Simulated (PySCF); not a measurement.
## Electronic structure of C$_{5}$H$_{9}$FSi (SMILES FCCCC#C[SiH3]) in real space

The calculation's input:

```
{"job": {"kind": "uv", "xc": "wB97X-D", "basis": "def2-SVPD", "nstates": 8, "ntriplets": 3}, "charge": 0, "multiplicity": 1}
F     -2.567728     0.109417    -1.510839
C     -2.092054    -0.473560    -0.358322
C     -1.733679     0.597022     0.661572
C     -0.517894     1.416171     0.208618
C      0.685312     0.607418     0.188402
C      1.668015    -0.090577     0.179630
Si     3.177712    -1.149461     0.162421
H     -1.213457    -1.063012    -0.640577
H     -2.887773    -1.130270     0.008107
H     -1.521728     0.108727     1.614122
H     -2.591210     1.260654     0.790313
H     -0.367994     2.260402     0.887420
H     -0.701560     1.811725    -0.794614
H      3.973974    -0.810187    -1.019395
H      3.936947    -0.895499     1.390136
H      2.745518    -2.550027     0.109058
```

Run with:

```sh
OMP_NUM_THREADS=1 python probes_run.py task.json out
```

Geometry: GFN2-xTB.

Computed with PySCF, wB97X-D/def2-SVPD, SCF density, gas phase.

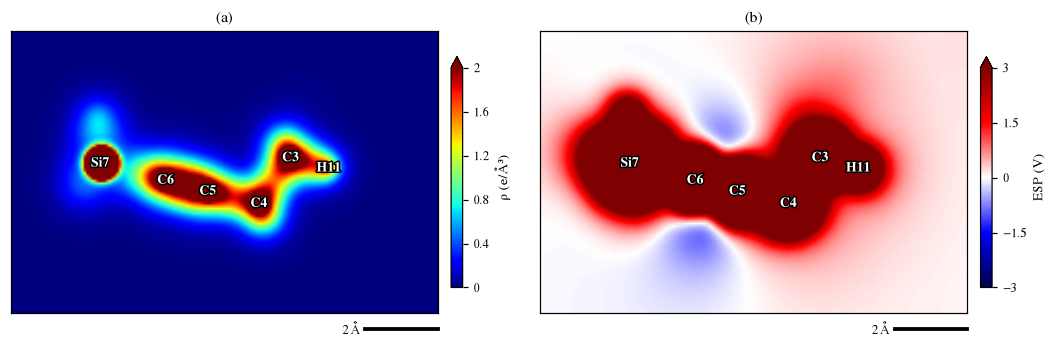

Figure 1. (a) total electron density; (b) electrostatic potential on the plane of atoms C3, C4 and C5.

**Interpret the plot.**

- The section cuts through C, Si and H sites.
- C–C (1.21 Å): ρ at the midpoint is about 2.7 e/Å³.
- C–Si (1.84 Å): ρ is about 0.94 e/Å³ halfway.
- C–H (1.09 Å): the density is about 2 e/Å³ at the midpoint.
- Outside the dense part of the molecule the potential is most negative (−0.8 V) near C6.

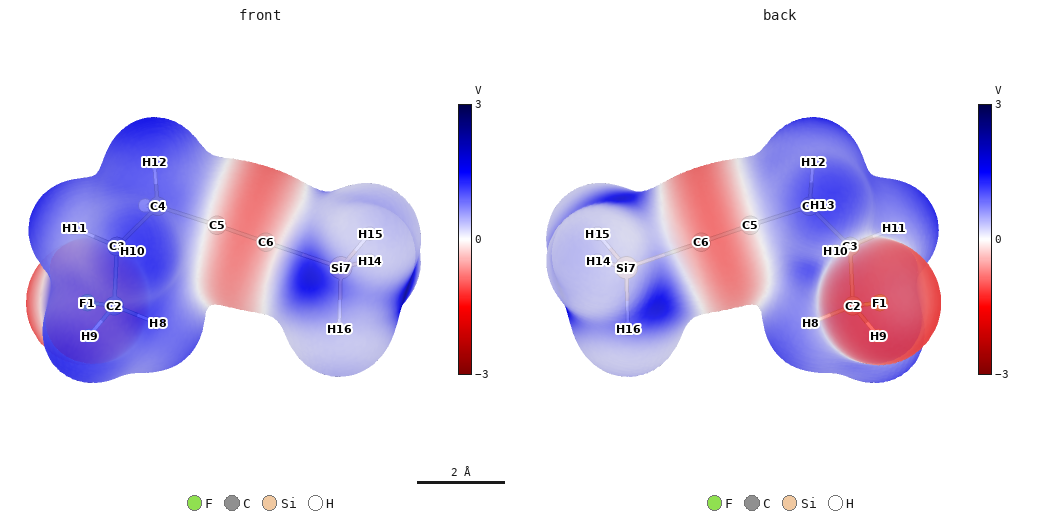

Figure 2. The electrostatic potential painted on the density surface at 0.004 e/bohr³, seen from the front and from behind; the colour scale runs from red (negative) to blue (positive).

**Where is the surface potential most negative and most positive?**

The most negative region (about −1.2 V) lies over F1, the most positive (about +1.9 V) over Si7.

**What dipole moment does the calculation give?**

Its dipole moment is 1.64 D.
